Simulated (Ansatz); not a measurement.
Fe (bcc, W type): scan of one atom of the cell

Starting cell, Fe (bcc, W type):

```xyz
2
Lattice="-2.8645 2.8645 2.8645 1.4323 -1.4323 1.4323 1.4323 1.4323 -1.4323" Properties=species:S:1:pos:R:3 pbc="T T T"
Fe     0.0000     0.0000     0.0000
Fe    -1.4323     1.4323     1.4323
```

In this cell atom 1 (Fe, nearest neighbour Fe at 2.481 Å; its periodic images, 2.5 Å or more away, move with it) is moved by s along Cartesian x, unit vector (1.000, 0.000, 0.000); all other atoms and the cell stay fixed.

Calculation: r2SCAN (plane waves to 500 eV, PAW, scalar-relativistic; Ansatz, an electronic-structure program). k mesh 9×18×18 (Γ-centred), Fermi-Dirac smearing 0.05 eV. E stands for the smeared free energy. With partly filled bands, energies and forces of such displacements shift with the k mesh and the smearing. On this mesh the relaxed cell isn't quite at rest: it carries a pressure of -0.2 GPa (compression positive) at the zero of the scan. Fe was relaxed with its symmetry unable to fall. Relaxed Fe ends ferromagnetic. The magnetic order is the one the run started from; other orders were not tried. The zero of ΔE is the undisplaced structure.

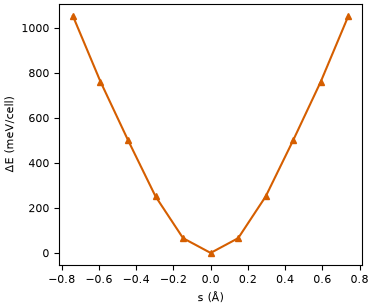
Figure: ΔE (meV/cell) against s (Å); markers are the computed points, lines only join them.

The force constant k = d²E/ds² at s = 0 (finite differences) is 6.14 eV/Å² and the energy at s = 0.740 Å is 1053 meV/cell. Shape of the curve: a single well with its minimum at or next to zero displacement. Harmonic estimate at the end of the scan: ½ks² = 1681 meV/cell against the computed 1053 meV/cell, so the well is softer than harmonic there. Symmetry of the curve: even: the same for both signs.

The forces along the line at the two nearest points give (0.877 − (-0.877)) / (2·0.148) = 5.93 eV/Å²; the next pair corrects for the finite step.

(A displaced cell: forces are minus the slopes of the energy, force constants its curvatures, and phonons follow from these.)
